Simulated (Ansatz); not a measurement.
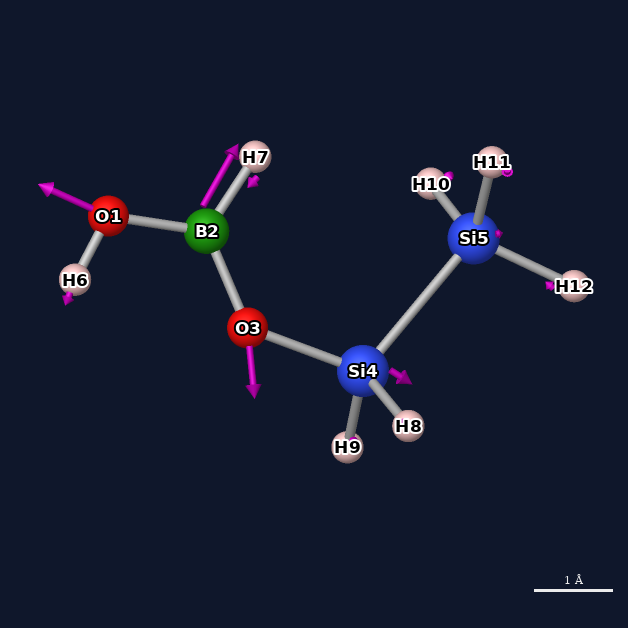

Arrows show the forces on the atoms, 5 Å of arrow for 1 eV/Å; forces under a tenth of the largest aren't drawn. Level of theory: r2SCAN-D4/def2-TZVPP (Ansatz 0.2.0).

**On which atom is the force largest, and how large is it?**

On B2: 0.19 eV/Å.

List the force components in the frame of the picture (x right, y up, z towards the viewer), in eV/Å.

```csv
atom,Fx,Fy,Fz
O1,−0.14,0.06,0.04
B2,0.09,0.16,−0.05
O3,0.01,−0.14,0.01
Si4,0.06,−0.04,−0.02
Si5,0.02,0.00,−0.01
H6,−0.01,−0.03,0.01
H7,−0.03,−0.03,0.01
H8,−0.01,0.00,−0.02
H9,0.01,0.01,0.02
H10,0.02,−0.01,0.02
H11,0.00,−0.01,−0.02
H12,−0.02,0.02,0.00
```
